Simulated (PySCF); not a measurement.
**One shape, several levels: Si2N2H8 (SMILES N[SiH](N)[SiH3])**

We compute a comparison of 6 runs (HF/3-21G, HF/def2-SVP, B3LYP/6-31G*, r2SCAN/6-31G*, PBE0/def2-SVP, MP2/6-311G**) of Si2N2H8. 

Program for the calculation: PySCF 2.14.0.

## Step 1: The molecule

Si2N2H8: 12 atoms, total charge 0, spin state singlet. As SMILES, `N[SiH](N)[SiH3]`. Geometry: relaxed at PBE0-D4/def2-TZVP. This is one conformer, not always the lowest.

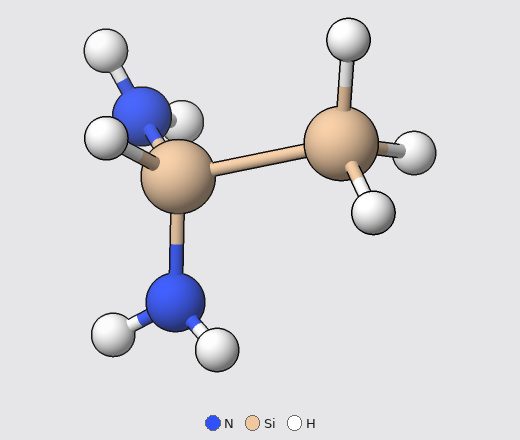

The structure, seen from a chosen angle (nitrogen blue, silicon light orange, hydrogen white).

## Step 2: Energy and gradient at HF/3-21G (run 1)

File input.py:

```python
# N[SiH](N)[SiH3]
import pyscf.grad
from pyscf import gto, scf

mol = gto.Mole()
mol.atom = '''
N     -1.122800     1.487600    -0.413400
Si     0.286800     0.547200    -0.137500
N      0.683700     0.675300     1.525600
Si     0.086800    -1.760100    -0.551800
H     -1.265300     1.929800    -1.306100
H     -1.994800     1.264100     0.038100
H      1.269200     1.121900    -1.108400
H      1.228300    -0.034600     1.986200
H      0.804500     1.579000     1.955400
H     -0.020900    -2.020700    -2.014900
H     -1.135100    -2.312400     0.100200
H      1.256600    -2.532300    -0.039300
'''
mol.basis = '3-21g'
mol.max_memory = 1860
mol.charge = 0
mol.spin = 0
mol.verbose = 3
mol.build()

calc0 = scf.RHF(mol)
calc0.conv_tol = 1e-10
calc0.kernel()
if not calc0.converged:
    calc0 = calc0.newton().run(calc0.mo_coeff, calc0.mo_occ)

e_final = calc0.e_tot
print('E(%s) = %.9f' % ('HF', e_final))
grad = calc0.Gradients().kernel()
calc0.analyze()
```

On the command line:

```console
OMP_NUM_THREADS=1 python input.py
```

Output:

```text
converged SCF energy = -687.767306987232
[... 19 lines left out ...]
MO #10  energy= -4.17805161799672  occ= 2
[... 9 lines left out ...]
MO #20  energy= -0.520759113001937 occ= 2
[... 9 lines left out ...]
MO #30  energy= 0.268862204076179  occ= 0
[... 9 lines left out ...]
MO #40  energy= 0.534867944618354  occ= 0
[... 9 lines left out ...]
MO #50  energy= 1.35666746384064   occ= 0
[... 9 lines left out ...]
MO #60  energy= 2.7152175211804    occ= 0
[... 13 lines left out ...]
Dipole moment(X, Y, Z, Debye): -0.12169,  0.93013,  0.36609
```

It took 2.3 s on 1 thread of Intel Xeon at 2.70GHz, shared host; peak memory 0.13 GiB.

## Step 3: Energy and gradient at HF/def2-SVP (run 2)

File job.py:

```python
from pyscf import gto

mol = gto.M(
    atom='''
N     -2.121784     2.811157    -0.781213
Si     0.541973     1.034058    -0.259837
N      1.292006     1.276132     2.882966
Si     0.164028    -3.326107    -1.042751
H     -2.391070     3.646793    -2.468171
H     -3.769626     2.388803     0.071999
H      2.398440     2.120084    -2.094572
H      2.321151    -0.065385     3.753374
H      1.520285     2.983878     3.695170
H     -0.039495    -3.818570    -3.807609
H     -2.145028    -4.369803     0.189351
H      2.374630    -4.785353    -0.074266
''',
    max_memory=1860,
    verbose=4,
    basis='def2-svp',
    unit='bohr',
    charge=0,
)

mf = mol.RHF()
mf.conv_tol = 1e-10
mf.kernel()
if not mf.converged:
    mf = mf.newton().run(mf.mo_coeff, mf.mo_occ)

e_tot = mf.e_tot
print('E = %.10f Eh' % e_tot)
grad = mf.nuc_grad_method().kernel()
mf.analyze()
```

On the command line:

```console
OMP_NUM_THREADS=1 python job.py
```

Output:

```text
PySCF version 2.14.0

[... 96 lines left out ...]
MO #9   energy= -4.24003966693048  occ= 2
[... 18 lines left out ...]
MO #28  energy= 0.193957538894357  occ= 0
[... 18 lines left out ...]
MO #47  energy= 0.724381034758486  occ= 0
[... 18 lines left out ...]
MO #66  energy= 1.20807048783695   occ= 0
[... 18 lines left out ...]
MO #85  energy= 2.16322570427032   occ= 0
[... 18 lines left out ...]
MO #104 energy= 3.75212288931786   occ= 0
[... 119 lines left out ...]
Dipole moment(X, Y, Z, Debye): -0.25066,  1.00156,  0.54931
```

It took 14 s on 1 thread of Intel Xeon at 2.70GHz, shared host; peak memory 0.23 GiB.

Runs 3 to 5 aren't shown in full; the table further down has their settings and results.

## Step 4: Energy and forces at MP2/6-311G(d,p) (run 6)

File start.xyz:

```xyz
12

N     -1.122800     1.487600    -0.413400
Si     0.286800     0.547200    -0.137500
N      0.683700     0.675300     1.525600
Si     0.086800    -1.760100    -0.551800
H     -1.265300     1.929800    -1.306100
H     -1.994800     1.264100     0.038100
H      1.269200     1.121900    -1.108400
H      1.228300    -0.034600     1.986200
H      0.804500     1.579000     1.955400
H     -0.020900    -2.020700    -2.014900
H     -1.135100    -2.312400     0.100200
H      1.256600    -2.532300    -0.039300
```

File run.py:

```python
import pyscf.grad
from pyscf import gto, scf, mp

system = gto.Mole()
system.atom = 'start.xyz'
system.spin = 0
system.max_memory = 1860
system.basis = '6-311g**'
system.charge = 0
system.verbose = 4
system.build()

mf = scf.RHF(system)
mf.conv_tol = 1e-10
mf.kernel()
if not mf.converged:
    mf = mf.newton().run(mf.mo_coeff, mf.mo_occ)

pt = mp.MP2(mf, frozen=12).run()
etot = pt.e_tot
print(f'total energy: {etot:.8f} hartree')
grad = pt.Gradients().kernel()
mf.analyze()
```

On the command line:

```console
OMP_NUM_THREADS=1 python run.py
```

Output:

```text
PySCF version 2.14.0

[... 103 lines left out ...]
MO #11  energy= -4.21309322161232  occ= 2
[... 24 lines left out ...]
MO #36  energy= 0.261015155997555  occ= 0
[... 24 lines left out ...]
MO #61  energy= 0.97438877006295   occ= 0
[... 24 lines left out ...]
MO #86  energy= 1.88031249092875   occ= 0
[... 24 lines left out ...]
MO #111 energy= 2.95446374676929   occ= 0
[... 24 lines left out ...]
MO #136 energy= 143.920975985864   occ= 0
[... 151 lines left out ...]
Dipole moment(X, Y, Z, Debye): -0.18275,  0.89585,  0.45126
```

Wall time 51 s (1 thread of Intel Xeon at 2.70GHz, shared host); peak memory 1.9 GiB.

## Step 5: The series

```csv
run,level,integration grid,frozen core orbitals,energy (Eh),dipole moment (D) of the reference,HOMO energy (eV),LUMO energy (eV),wall time
1,HF/3-21G,–,–,-687.767307,1.01,-9.51,4.15,2.3 s
2,HF/def2-SVP,–,–,-691.201069,1.17,-9.76,3.94,14 s
3,B3LYP/6-31G* (spherical functions),5,–,-693.338224,1.32,-6.38,0.60,34 s
4,r2SCAN/6-31G* (spherical functions),5,–,-693.174729,1.39,-5.63,0.25,53 s
5,PBE0/def2-SVP,5,–,-692.699923,1.39,-6.69,0.68,42 s
6,MP2/6-311G**,–,12,-692.091120,1.02,-9.80,3.34,51 s
```

## Step 6: Outcome

| quantity | value |
| --- | --- |
| run 6: total energy | -692.09112 Eh |
| run 6: dipole moment (Hartree–Fock density) | 1.02 D |
| run 6: HOMO energy (Hartree–Fock orbitals) | -9.80 eV |
| run 6: LUMO energy (Hartree–Fock orbitals) | 3.34 eV |
| run 6: HOMO–LUMO gap (Hartree–Fock orbitals) | 13.14 eV |
| run 6: correlation energy (12 core orbitals frozen) | -572.9 mEh |
| run 6: largest force on an atom | 0.387 eV/Å |

**Reading.** Over runs 1, 2, 3, 4, 5 the dipole moment (its size) runs from 1.01 D (HF/3-21G) to 1.39 D (PBE0/def2-SVP). The two ends differ in method and basis. Over runs 1, 2, 3, 4, 5 the HOMO–LUMO gap runs from 5.89 eV (r2SCAN/6-31G*) to 13.69 eV (HF/def2-SVP). Totals of different functionals can't be ranked against each other. All runs together took 3.3 min, the longest 53 s.
